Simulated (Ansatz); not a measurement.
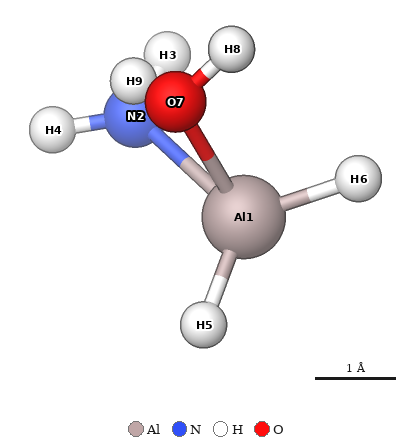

Fig. 1: The input geometry (ball-and-stick view, seen at a tilt; atoms are numbered from 1 in the order of the input). Sticks mark near contacts.

## Geometry relaxation, with input and output: AlNH6O

System: AlNH6O.
Method: RKS B3LYP-D4/def2-TZVP (Ansatz 0.2.0).

The input holds or restrains some coordinates. It belongs to a series of runs on one base structure; here: pulled along the bonds that form and break, towards end A. Figures and captions count atoms from 1; the log counts them from 0 in places.

**The program's output**
```
The last accepted step is kept in [file] (removed where the run ends without a failure and the disk answers)
Engine: ansatz 0.2.0, x86_64-unknown-linux-gnu
Functional definition: B3LYP
  parameter a0 = 0.2
  parameter ax = 0.72
  parameter ac = 0.81
  exchange = (1 - a0 - ax)*slater_x + ax*b88_x + a0*exact_x
  correlation = (1 - ac)*vwn_rpa_c + ac*lyp_c
829 factors; their error is unknown
mean field evaluation 1: about -10223.9277 eV, gradient 7.6e1 eV
mean field evaluation 2: about -10189.5250 eV, gradient 1.4e2 eV
mean field evaluation 4: about -10233.9612 eV, gradient 1.4e1 eV
mean field evaluation 8: about -10234.3363 eV, gradient 3.1e-1 eV
mean field evaluation 16: about -10234.3365 eV, gradient 1.3e-5 eV
mean field -10234.33646272 eV, -376.1049279224 hartree, gradient 1.3e-5 eV, S^2 0.000000; 0 other end points of the search recorded, 0 dependent functions left out
the calculation of the forces begins
reference -10234.33672622 eV, -376.1049376058 hartree; 17, 17 occupied and 118, 118 virtual orbitals, 829 factors
relax step   1: F+E_penalty+E_count = -10234.52851167 eV  Δ(F+E_penalty+E_count) = +0.000e0 eV  max|allowed force component| = 2.818e0 eV/Å  E_restraint = 28.21355524 eV  max|allowed force component, restraints' pulls added| = 2.947e1 eV/Å  Δτ_max = 0.0000 Å  (26 SCF iters, accepted)
  distance Al 0 - O 6 = 2.0800 Å
  distance H 8 - N 1 = 1.3490 Å
  distance Al 0 - N 1 = 2.2700 Å
  distance H 8 - O 6 = 1.3542 Å
these checks for a lower state are left out or cut short: starts, cluster_reference, orbital_swaps, neighbouring_geometries, increment
829 factors; their error is unknown
mean field -10234.00145575 eV, -376.0926166434 hartree, gradient 2.4e-5 eV, S^2 0.000000; 0 other end points of the search recorded, 0 dependent functions left out
the calculation of the forces begins
reference -10234.00171633 eV, -376.0926262195 hartree; 17, 17 occupied and 118, 118 virtual orbitals, 829 factors
relax step   2: F+E_penalty+E_count = -10234.19221054 eV  Δ(F+E_penalty+E_count) = +3.363e-1 eV  max|allowed force component| = 2.290e0 eV/Å  E_restraint = 12.30481731 eV  max|allowed force component, restraints' pulls added| = 2.100e1 eV/Å  Δτ_max = 0.1991 Å  (34 SCF iters, accepted)
  distance Al 0 - O 6 = 2.3777 Å
  distance H 8 - N 1 = 1.6550 Å
  distance Al 0 - N 1 = 2.1671 Å
  distance H 8 - O 6 = 1.1845 Å
these checks for a lower state are left out or cut short: starts, cluster_reference, orbital_swaps, neighbouring_geometries, increment
829 factors; their error is unknown
mean field evaluation 32: about -10234.1886 eV, gradient 2.0e-5 eV
mean field -10234.18856776 eV, -376.0994928830 hartree, gradient 2.0e-5 eV, S^2 0.000000; 0 other end points of the search recorded, 0 dependent functions left out
the calculation of the forces begins
reference -10234.18882613 eV, -376.0995023780 hartree; 17, 17 occupied and 118, 118 virtual orbitals, 829 factors
relax step   3: F+E_penalty+E_count = -10234.37515847 eV  Δ(F+E_penalty+E_count) = -1.829e-1 eV  max|allowed force component| = 1.954e0 eV/Å  E_restraint = 3.62984806 eV  max|allowed force component, restraints' pulls added| = 9.884e0 eV/Å  Δτ_max = 0.1948 Å  (35 SCF iters, accepted)
  distance Al 0 - O 6 = 2.6228 Å
  distance H 8 - N 1 = 1.9596 Å
  distance Al 0 - N 1 = 2.0740 Å
  distance H 8 - O 6 = 1.0308 Å
these checks for a lower state are left out or cut short: starts, cluster_reference, orbital_swaps, neighbouring_geometries, increment
829 factors; their error is unknown
mean field -10234.62849892 eV, -376.1156600549 hartree, gradient 1.9e-5 eV, S^2 0.000000; 0 other end points of the search recorded, 0 dependent functions left out
the calculation of the forces begins
reference -10234.62875863 eV, -376.1156695993 hartree; 17, 17 occupied and 118, 118 virtual orbitals, 829 factors
relax step   4: F+E_penalty+E_count = -10234.81142325 eV  Δ(F+E_penalty+E_count) = -4.363e-1 eV  max|allowed force component| = 1.711e0 eV/Å  E_restraint = 0.18896335 eV  max|allowed force component, restraints' pulls added| = 3.969e0 eV/Å  Δτ_max = 0.1945 Å  (35 SCF iters, accepted)
  distance Al 0 - O 6 = 2.8895 Å
  distance H 8 - N 1 = 2.2241 Å
  distance Al 0 - N 1 = 1.9307 Å
  distance H 8 - O 6 = 0.9552 Å
these checks for a lower state are left out or cut short: starts, cluster_reference, orbital_swaps, neighbouring_geometries, increment
829 factors; their error is unknown
mean field -10235.09548348 eV, -376.1328214208 hartree, gradient 1.8e-5 eV, S^2 0.000000; 0 other end points of the search recorded, 0 dependent functions left out
the calculation of the forces begins
reference -10235.09574600 eV, -376.1328310684 hartree; 17, 17 occupied and 118, 118 virtual orbitals, 829 factors
relax step   5: F+E_penalty+E_count = -10235.27535944 eV  Δ(F+E_penalty+E_count) = -4.639e-1 eV  max|allowed force component| = 1.274e0 eV/Å  E_restraint = 0.03974187 eV  max|allowed force component, restraints' pulls added| = 6.974e-1 eV/Å  Δτ_max = 0.1978 Å  (28 SCF iters, accepted)
  distance Al 0 - O 6 = 2.9604 Å
  distance H 8 - N 1 = 2.2573 Å
  distance Al 0 - N 1 = 1.8806 Å
  distance H 8 - O 6 = 0.9834 Å
these checks for a lower state are left out or cut short: starts, cluster_reference, orbital_swaps, neighbouring_geometries, increment
829 factors; their error is unknown
mean field -10235.16458405 eV, -376.1353608202 hartree, gradient 1.6e-5 eV, S^2 0.000000; 0 other end points of the search recorded, 0 dependent functions left out
the calculation of the forces begins
reference -10235.16484714 eV, -376.1353704885 hartree; 17, 17 occupied and 118, 118 virtual orbitals, 829 factors
relax step   6: F+E_penalty+E_count = -10235.34365908 eV  Δ(F+E_penalty+E_count) = -6.830e-2 eV  max|allowed force component| = 1.777e0 eV/Å  E_restraint = 0.03960872 eV  max|allowed force component, restraints' pulls added| = 1.804e0 eV/Å  Δτ_max = 0.1960 Å  (35 SCF iters, accepted)
  distance Al 0 - O 6 = 2.9735 Å
  distance H 8 - N 1 = 2.2653 Å
  distance Al 0 - N 1 = 1.8700 Å
  distance H 8 - O 6 = 1.0015 Å
these checks for a lower state are left out or cut short: starts, cluster_reference, orbital_swaps, neighbouring_geometries, increment
829 factors; their error is unknown
mean field -10235.29074917 eV, -376.1399973029 hartree, gradient 9.2e-6 eV, S^2 0.000000; 0 other end points of the search recorded, 0 dependent functions left out
the calculation of the forces begins
reference -10235.29101228 eV, -376.1400069719 hartree; 17, 17 occupied and 118, 118 virtual orbitals, 829 factors
relax step   7: F+E_penalty+E_count = -10235.46872332 eV  Δ(F+E_penalty+E_count) = -1.251e-1 eV  max|allowed force component| = 1.559e0 eV/Å  E_restraint = 0.04152540 eV  max|allowed force component, restraints' pulls added| = 1.126e-1 eV/Å  Δτ_max = 0.2000 Å  (28 SCF iters, accepted)
  distance Al 0 - O 6 = 2.9683 Å
  distance H 8 - N 1 = 2.2573 Å
  distance Al 0 - N 1 = 1.8731 Å
  distance H 8 - O 6 = 0.9895 Å
829 factors; their error is unknown
mean field evaluation 64: about -10235.2813 eV, gradient 8.2e-5 eV
```

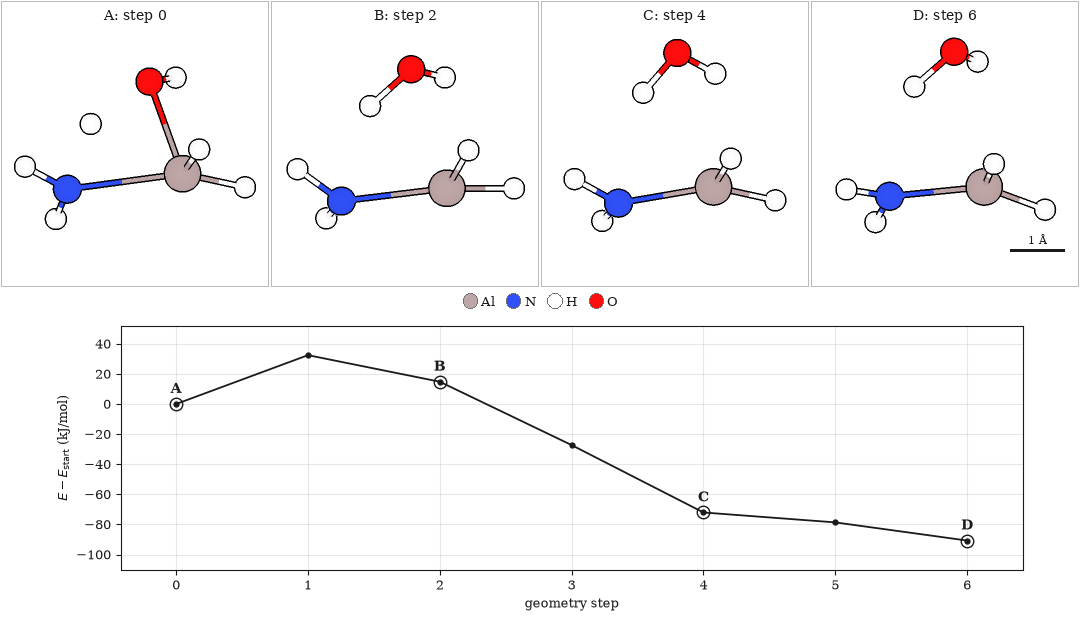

Fig. 2: Frames of the restrained relaxation (ball-and-stick view, seen at a tilt) above the curves, on which the letters mark them (the first geometry is step 0 here and step 1 in the log).

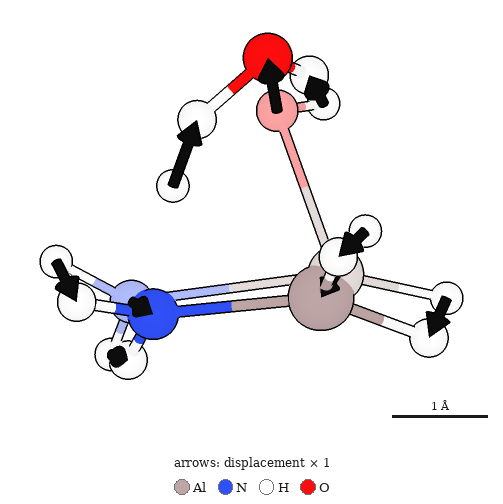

Fig. 3: Start (faint) and end (solid) with the displacements as black arrows, at true length (ball-and-stick view, seen at a tilt). The two geometries are laid on each other by the best rigid fit. The atom that moves furthest after the best rigid fit is H9 (0.79 Å). Largest moves by element: H 0.79 Å, O 0.67 Å, N 0.32 Å, Al 0.31 Å. Among the contacts that change: Al1–O7 2.080 → 2.968 Å, Al1–N2 2.270 → 1.873 Å, O7–H9 1.354 → 0.989 Å, N2–H3 1.060 → 1.006 Å. New bonds form: O7–H9 (1.35 → 0.99 Å). Bonds break: Al1–O7 (2.08 → 2.97 Å). Among the angles that change: H3–N2–H4 120.0° → 110.1°, H5–Al1–H6 120.0° → 126.7°, N2–Al1–H5 120.0° → 116.0°. The energy falls by 90.7 kJ/mol in 6 geometry steps. The largest force component goes from 2.8 to 1.6 eV/Å. (Atoms are counted from 1 in the order of the input.)

```
mean field -10235.29074917 eV, -376.1399973029 hartree, gradient 1.6e-5 eV, S^2 0.000000; 1 other end points of the search recorded, 0 dependent functions left out
the calculation of the forces begins
reference -10235.29101228 eV, -376.1400069719 hartree; 17, 17 occupied and 118, 118 virtual orbitals, 829 factors
Total energy: -10235.46898643 eV, -376.1465474011 hartree
Atom 0 at     0.076258    -0.262545     0.147955 Å, force     0.036451     0.337069     1.559095 eV/Å
Atom 1 at     0.049566    -0.186720     2.019286 Å, force    -0.060123     0.117974    -1.514785 eV/Å
Atom 2 at    -0.761623    -0.391317     2.578107 Å, force    -0.108727    -0.067123     0.056420 eV/Å
Atom 3 at     0.877652    -0.207766     2.591417 Å, force     0.103240    -0.047940     0.014879 eV/Å
Atom 4 at     1.496360    -0.300141    -0.519411 Å, force     0.008095     0.018713    -0.049385 eV/Å
Atom 5 at    -1.307635    -0.418954    -0.580748 Å, force    -0.036569    -0.014675     0.004486 eV/Å
Atom 6 at    -0.399241     2.597842     0.782845 Å, force     0.066525    -0.808107     0.504254 eV/Å
Atom 7 at    -1.350802     2.651279     0.638582 Å, force    -0.028226     0.091820    -0.041493 eV/Å
Atom 8 at    -0.306735     1.994824     1.561868 Å, force     0.019334     0.372270    -0.533471 eV/Å
Dipole moment:    -0.286140    -0.189734     0.345820 e Å
```

**Trajectory as extended XYZ (Å, eV, eV/Å), 7 frames, from step=1 to step=7**
```
9
Properties=species:S:1:pos:R:3:forces:R:3 step=1 energy=-10234.52851
Al    0.0000    0.0000    0.0000   -0.2548   2.8176   1.8114
N     0.0000    0.0000    2.2700   -0.0722   2.1802  -1.3120
H    -0.8770   -0.2713    2.8000    2.0299   0.4218  -0.3814
H     0.8770    0.2713    2.8000   -1.6472  -1.3725  -0.2393
H     1.3510    0.0000   -0.7800    0.3280  -0.4853   0.2512
H    -1.3510    0.0000   -0.7800   -0.3978  -0.8195   0.1007
O    -0.2602    1.9567    0.6559   -1.2954  -0.7865  -0.2639
H    -1.1988    2.2620    0.4419    1.9133  -0.6073   0.5109
H    -0.1672    1.2578    1.8121   -0.6038  -1.3484  -0.4776
9
Properties=species:S:1:pos:R:3:forces:R:3 step=2 energy=-10234.19221
Al    0.0180   -0.1470    0.0554   -0.2176   2.2367   2.1030
N     0.0273   -0.1306    2.2225   -0.0426   1.3135  -0.8765
H    -0.8542   -0.2719    2.7923    1.7970   0.1216  -0.7686
H     0.8534    0.2477    2.7894   -1.6865  -1.2959  -0.9046
H     1.3539   -0.0099   -0.7737    0.1183  -0.4726   0.3588
H    -1.3487   -0.0149   -0.7727    0.0633  -0.6679   0.4627
O    -0.2747    2.1088    0.7477   -0.1048  -1.9033   1.1630
H    -1.2005    2.2667    0.4451    0.8793  -0.2340   0.7527
H    -0.2007    1.4277    1.7140   -0.8063   0.9019  -2.2904
9
Properties=species:S:1:pos:R:3:forces:R:3 step=3 energy=-10234.37516
Al    0.0357   -0.2797    0.1101   -0.2492   1.9543   1.8894
N     0.0508   -0.2568    2.1839    0.0572   1.1565  -0.2013
H    -0.8330   -0.2734    2.7771    1.6377  -0.1442  -1.1885
H     0.8292    0.2306    2.7687   -1.7013  -1.4711  -1.5125
H     1.3526   -0.0164   -0.7669   -0.0801  -0.5617   0.5243
H    -1.3422   -0.0224   -0.7619    0.4062  -0.7095   0.7376
O    -0.2857    2.2257    0.8162   -0.1090  -1.0183   0.5567
H    -1.1980    2.2660    0.4567    0.6843  -0.1612   0.7159
H    -0.2356    1.6028    1.6360   -0.6457   0.9553  -1.5217
9
Properties=species:S:1:pos:R:3:forces:R:3 step=4 energy=-10234.81142
Al    0.0534   -0.3767    0.1922   -0.2041   1.7109   0.9965
N     0.0667   -0.3445    2.1226   -0.1871   0.7199  -0.7654
H    -0.7780   -0.2979    2.7084    0.3473  -0.3747  -0.6970
H     0.7767    0.1594    2.6832   -0.1876  -0.7698  -0.8013
H     1.3455   -0.0633   -0.7209   -0.0877  -0.5761   0.5881
H    -1.3116   -0.0755   -0.7002    0.3858  -0.6768   0.7843
O    -0.3126    2.4081    0.8707   -0.6963   0.2899  -1.0902
H    -1.1972    2.2762    0.4658    0.7275   0.1653   0.4203
H    -0.2689    1.7907    1.5982   -0.0978  -0.4886   0.5649
9
Properties=species:S:1:pos:R:3:forces:R:3 step=5 energy=-10235.27536
Al    0.0602   -0.2527    0.1672   -0.0087   0.3348   1.2738
N     0.0484   -0.3161    2.0467    0.2902   0.7257  -0.6442
H    -0.7756   -0.3573    2.6439    0.1415  -0.1483  -0.4310
H     0.8209    0.0202    2.6409   -0.3833  -0.5157  -0.6438
H     1.4289   -0.1832   -0.6346   -0.1437  -0.1155   0.2442
H    -1.3524   -0.2271   -0.5797    0.1873  -0.1297   0.2337
O    -0.3727    2.5806    0.9083   -0.5351  -0.9273  -0.1858
H    -1.2054    2.3441    0.4478    0.5193   0.3674   0.3603
H    -0.2784    1.8680    1.5794   -0.0675   0.4086  -0.2071
9
Properties=species:S:1:pos:R:3:forces:R:3 step=6 energy=-10235.34366
Al    0.0881   -0.2715    0.1515   -0.1491   0.4715   1.4969
N     0.0442   -0.2572    2.0210    0.8469   0.3781  -0.4035
H    -0.7698   -0.3565    2.6177    0.0908  -0.1109  -0.2831
H     0.8750   -0.1167    2.6305   -0.8731  -0.2877  -0.8255
H     1.4680   -0.2497   -0.5996    0.0159  -0.0810   0.0768
H    -1.3255   -0.2955   -0.5531    0.0353  -0.1058   0.0356
O    -0.3514    2.5875    0.8407   -1.7769  -1.3674   0.3144
H    -1.2964    2.5045    0.5141    1.5383   0.3627   0.4051
H    -0.3583    1.9315    1.5973    0.2719   0.7406  -0.8167
9
Properties=species:S:1:pos:R:3:forces:R:3 step=7 energy=-10235.46872
Al    0.0763   -0.2625    0.1480    0.0365   0.3371   1.5591
N     0.0496   -0.1867    2.0193   -0.0601   0.1180  -1.5148
H    -0.7616   -0.3913    2.5781   -0.1087  -0.0671   0.0564
H     0.8777   -0.2078    2.5914    0.1032  -0.0479   0.0149
H     1.4964   -0.3001   -0.5194    0.0081   0.0187  -0.0494
H    -1.3076   -0.4190   -0.5807   -0.0366  -0.0147   0.0045
O    -0.3992    2.5978    0.7828    0.0665  -0.8081   0.5043
H    -1.3508    2.6513    0.6386   -0.0282   0.0918  -0.0415
H    -0.3067    1.9948    1.5619    0.0193   0.3723  -0.5335
```

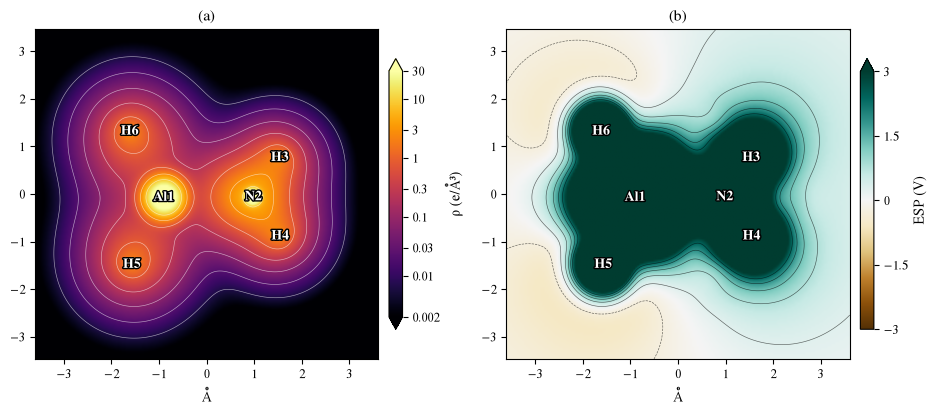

Fig. 4: (a) electron density; (b) electrostatic potential on the plane of atoms N2, Al1 and H6. The section cuts through Al, N and H sites. Al–N (1.87 Å): ρ at the midpoint is about 0.71 e/Å³. N–H (1.01 Å): ρ is about 2.9 e/Å³ halfway, with its minimum of 2.3 e/Å³ about 0.8 Å from N.

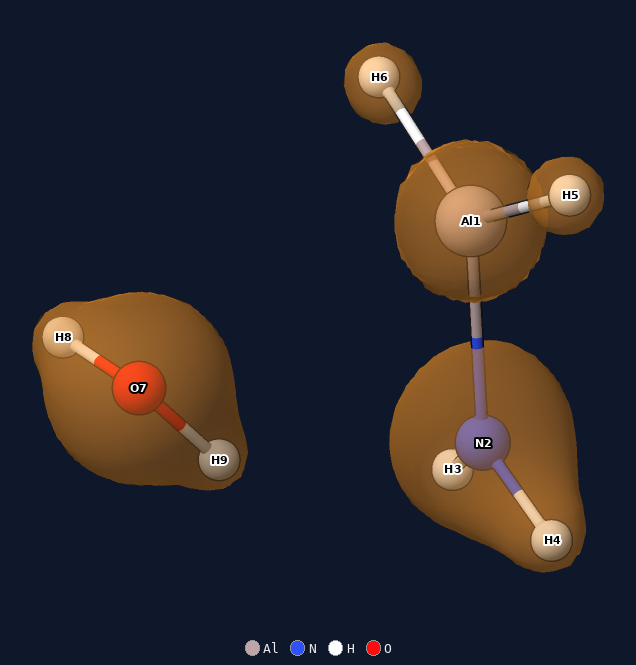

Fig. 5: Isosurface of the total electron density at 1 e/Å³ (orange), seen at a tilt. At this value the surface falls into five separate pieces. It is pinched off along the Al···O (2.97 Å) and Al–N (1.87 Å) contacts. On the grid the lowest density along these lines, outside the cores, is 0.06 e/Å³ (Al···O, 2.97 Å), 0.6 e/Å³ (Al–N, 1.87 Å), 2.4 e/Å³ (O–H, 0.96 Å) and 2.3 e/Å³ (N–H, 1.01 Å).

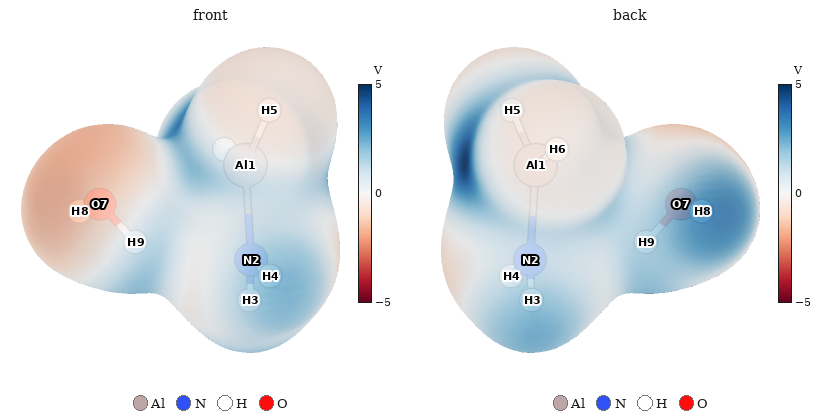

Fig. 6: The electrostatic potential painted on the density surface at 0.004 e/bohr³, seen at a tilt and from behind; the colour scale runs from red (negative) to blue (positive). A positive charge is drawn to the negative regions and a negative charge to the positive ones.

The run was set up as follows.

**The input**
```yaml
crystal:
  periodic: [false, false, false]
  atoms:
    - { symbol: Al, position_ang: [0.0, 0.0, 0.0] }
    - { symbol: "N", position_ang: [0.0, 0.0, 2.27] }
    - { symbol: H, position_ang: [-0.877, -0.2713, 2.8] }
    - { symbol: H, position_ang: [0.877, 0.2713, 2.8] }
    - { symbol: H, position_ang: [1.351, 0.0, -0.78] }
    - { symbol: H, position_ang: [-1.351, 0.0, -0.78] }
    - { symbol: O, position_ang: [-0.2602, 1.9567, 0.6559] }
    - { symbol: H, position_ang: [-1.1988, 2.262, 0.4419] }
    - { symbol: H, position_ang: [-0.1672, 1.2578, 1.8121] }
basis:
  gaussian: { orbitals: def2-TZVP }
hamiltonian:
  xc: b3lyp
  dispersion: d4
relax:
  f_tol: 0.15
  max_steps: 25
  restrain:
    - { distance: [0, 6], at: 2.98, k: 30.0 }
    - { distance: [8, 1], at: 2.26, k: 30.0 }
    - { distance: [0, 1], at: 1.92, k: 30.0 }
    - { distance: [8, 6], at: 1.01, k: 30.0 }
output:
  orbitals: {}
```

Launch command:
```bash
ansatz run input.yaml --threads 4 --pin off --max-ram 5120MiB --backend cpu --events-out ev --progress --plain --runs-dir out
```

**Key numbers**

```tsv
quantity	value
outcome	converged under the restraints of the input
total energy	−10235.4690 eV
mean-field energy	−10235.2910 eV
largest force (length of the vector) at the end, held atoms and coordinates included	1.596 eV/Å
hardware	4 threads of Intel Xeon Gold (Sapphire Rapids), 64 GiB of memory available, shared host
wall time	8.5 s (CPU time 29 s)
peak memory	0.26 GiB
```
